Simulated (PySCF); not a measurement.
**C3H8NO+ (SMILES [NH3+]C1CCO1): levels of theory compared**

Aim: a comparison of 5 runs (HF/def2-SVP, B3LYP/3-21G, TPSSh/3-21G, B3LYP/6-31G*, B2PLYP/def2-SVP) of C3H8NO+. 

The calculation is run with PySCF 2.14.0.

### Step 1. The molecule

C3H8NO+ has 13 atoms, charge +1, and is taken as a singlet. As SMILES, `[NH3+]C1CCO1`. The shape is that of a GFN2-xTB optimisation.

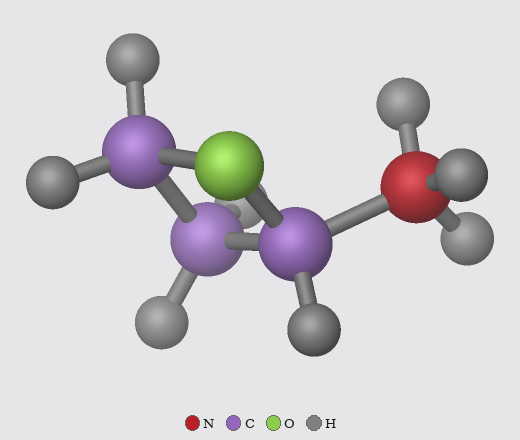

The structure, seen from a chosen angle (nitrogen red, carbon purple, oxygen green, hydrogen grey).

### Step 2. Energy and gradient at HF/def2-SVP (run 1)

Input file run.py:

```python
from pyscf import gto

molecule = gto.Mole()
molecule.atom = '''
N     -3.109072     0.120546     0.056824
C     -0.445692     1.250545    -0.108470
C      1.473646    -0.433881    -1.443826
C      2.659997    -0.674708     1.199277
O      0.726052     0.974116     2.210885
H     -4.137971     1.140733     1.357126
H     -4.020468     0.145736    -1.658008
H     -2.985578    -1.708860     0.712257
H     -0.678601     3.210512    -0.732930
H      2.638492     0.528689    -2.831547
H      0.738486    -2.171446    -2.253385
H      2.612206    -2.538923     2.074881
H      4.528483     0.156942     1.416936
'''
molecule.basis = 'def2-svp'
molecule.unit = 'bohr'
molecule.max_memory = 1860
molecule.verbose = 3
molecule.charge = 1
molecule.build()

myscf = molecule.RHF()
myscf.conv_tol = 1e-10
myscf.kernel()
if not myscf.converged:
    myscf = myscf.newton().run(myscf.mo_coeff, myscf.mo_occ)

etot = myscf.e_tot
print(f'total energy: {etot:.8f} hartree')
grad = myscf.nuc_grad_method().kernel()
dip = myscf.dip_moment()
pop, q = myscf.mulliken_pop()
```

Command:

```bash
$ OMP_NUM_THREADS=1 python run.py
```

What it wrote:

```text
converged SCF energy = -247.122550979996
total energy: -247.12255098 hartree
--------------- RHF gradients ---------------
         x                y                z
0 N    -0.0054185824    -0.0015946429    -0.0059727786
1 C    -0.0035154967    -0.0002006071    -0.0113890970
2 C    -0.0032522447     0.0021696123    -0.0017531526
[... 9 lines of this table left out ...]
12 H     0.0018326260     0.0008110558    -0.0004898497
----------------------------------------------

WARN: System has nonzero charge 1; the dipole moment is origin-dependent.
[... 2 lines left out ...]
Dipole moment(X, Y, Z, Debye): -4.78371, -0.53618, -1.72657
[... 124 lines left out ...]
charge of   12H =      0.09873
```

Wall time 16 s (1 thread of Intel Xeon at 2.70GHz, shared host); peak memory 0.26 GiB.

### Step 3. Energy and forces at B3LYP/3-21G (run 2)

Input file input.py:

```python
import pyscf.grad
from pyscf import gto, dft

system = gto.Mole()
system.atom = [
    ('N', (-1.645250, 0.063790, 0.030070)),
    ('C', (-0.235850, 0.661760, -0.057400)),
    ('C', (0.779820, -0.229600, -0.764040)),
    ('C', (1.407610, -0.357040, 0.634630)),
    ('O', (0.384210, 0.515480, 1.169950)),
    ('H', (-2.189720, 0.603650, 0.718160)),
    ('H', (-2.127540, 0.077120, -0.877380)),
    ('H', (-1.579900, -0.904290, 0.376910)),
    ('H', (-0.359100, 1.698930, -0.387850)),
    ('H', (1.396230, 0.279770, -1.498390)),
    ('H', (0.390790, -1.149080, -1.192440)),
    ('H', (1.382320, -1.343540, 1.097980)),
    ('H', (2.396370, 0.083050, 0.749810)),
]
system.max_memory = 1860
system.verbose = 4
system.charge = 1
system.basis = '3-21g'
system.build()

ks = dft.RKS(system, xc='b3lyp')
ks.grids.level = 5
ks.conv_tol = 1e-10
ks.kernel()
if not ks.converged:
    ks = ks.newton().run(ks.mo_coeff, ks.mo_occ)

e_final = ks.e_tot
print(f'total energy: {e_final:.8f} hartree')
grad = ks.Gradients().kernel()
ks.analyze()
```

Command:

```bash
$ OMP_NUM_THREADS=1 python input.py
```

What it wrote:

```text
PySCF version 2.14.0

[... 104 lines left out ...]
MO #1   energy= -19.2380792985049  occ= 2
[... 11 lines left out ...]
MO #13  energy= -0.712753417184401 occ= 2
[... 11 lines left out ...]
MO #25  energy= -0.0702918942731454 occ= 0
[... 11 lines left out ...]
MO #37  energy= 0.535019447078799  occ= 0
[... 11 lines left out ...]
MO #49  energy= 0.888941419416973  occ= 0
[... 11 lines left out ...]
MO #61  energy= 3.17254553739404   occ= 0
[... 78 lines left out ...]
WARN: System has nonzero charge 1; the dipole moment is origin-dependent.
Location of origin: [0. 0. 0.]

Dipole moment(X, Y, Z, Debye): -4.70709, -0.52196, -1.55736
```

Run time: 26 s. Hardware: 1 thread of Intel Xeon at 2.70GHz, shared host; peak memory 0.62 GiB.

Runs 3 to 4 aren't shown in full; the table further down has their settings and results.

### Step 4. A single-point energy at B2PLYP/def2-SVP (run 5)

Input file input.py:

```python
from pyscf import gto, dft, mp

molecule = gto.M(
    atom='''
N       -1.645250       0.063790       0.030070
C       -0.235850       0.661760      -0.057400
C        0.779820      -0.229600      -0.764040
C        1.407610      -0.357040       0.634630
O        0.384210       0.515480       1.169950
H       -2.189720       0.603650       0.718160
H       -2.127540       0.077120      -0.877380
H       -1.579900      -0.904290       0.376910
H       -0.359100       1.698930      -0.387850
H        1.396230       0.279770      -1.498390
H        0.390790      -1.149080      -1.192440
H        1.382320      -1.343540       1.097980
H        2.396370       0.083050       0.749810
''',
    max_memory=1860,
    charge=1,
    verbose=4,
    basis='def2-svp',
)

mf = dft.RKS(molecule)
mf.xc = '0.53*HF + 0.47*B88, 0.73*LYP'
mf.grids.level = 5
mf.conv_tol = 1e-10
mf.kernel()
if not mf.converged:
    mf = mf.newton().run(mf.mo_coeff, mf.mo_occ)

pt = mp.MP2(mf, frozen=5).run()
energy = mf.e_tot + 0.27 * pt.e_corr
print('PT2 part  %.8f' % (0.27 * pt.e_corr))
print('E(%s) = %.9f' % ('B2PLYP', energy))
dip = mf.dip_moment()
pop, q = mf.mulliken_pop()
```

Command:

```bash
$ OMP_NUM_THREADS=1 python input.py
```

What it wrote:

```text
PySCF version 2.14.0

[... 85 lines left out ...]
converged SCF energy = -248.124308904545
[... 11 lines left out ...]
WARN: System has nonzero charge 1; the dipole moment is origin-dependent.
[... 2 lines left out ...]
Dipole moment(X, Y, Z, Debye): -4.79099, -0.48403, -1.54640
[... 124 lines left out ...]
charge of   12H =      0.08712
```

Run time: 48 s. Hardware: 1 thread of Intel Xeon at 2.70GHz, shared host; peak memory 0.59 GiB.

### Step 5. All runs side by side

```tsv
run	level	integration grid	task	energy (Eh)	HOMO energy (eV)	LUMO energy (eV)	HOMO–LUMO gap (eV)	wall time
1	HF/def2-SVP	–	gradient	-247.122551	-16.97	-1.36	15.61	16 s
2	B3LYP/3-21G	5	gradient	-247.455927	-12.31	-4.05	8.26	26 s
3	TPSSh/3-21G	5	gradient	-247.471484	-11.80	-4.02	7.78	54 s
4	B3LYP/6-31G* (spherical functions)	5	gradient	-248.815447	-12.52	-4.50	8.03	68 s
5	B2PLYP/def2-SVP	5	energy	-248.374669	-14.42	-3.44	10.98	48 s
```

### Step 6. Results

```
                                  quantity          value
                       run 5: total energy  -248.37467 Eh
  run 5: HOMO energy (SCF part's orbitals)      -14.42 eV
  run 5: LUMO energy (SCF part's orbitals)       -3.44 eV
run 5: HOMO–LUMO gap (SCF part's orbitals)       10.98 eV
```

**Reading.** The HOMO–LUMO gap runs from 7.78 eV (TPSSh/3-21G) to 15.61 eV (HF/def2-SVP). The two ends differ in method and basis. Totals of different functionals can't be ranked against each other. All runs together took 3.6 min, the longest 68 s.
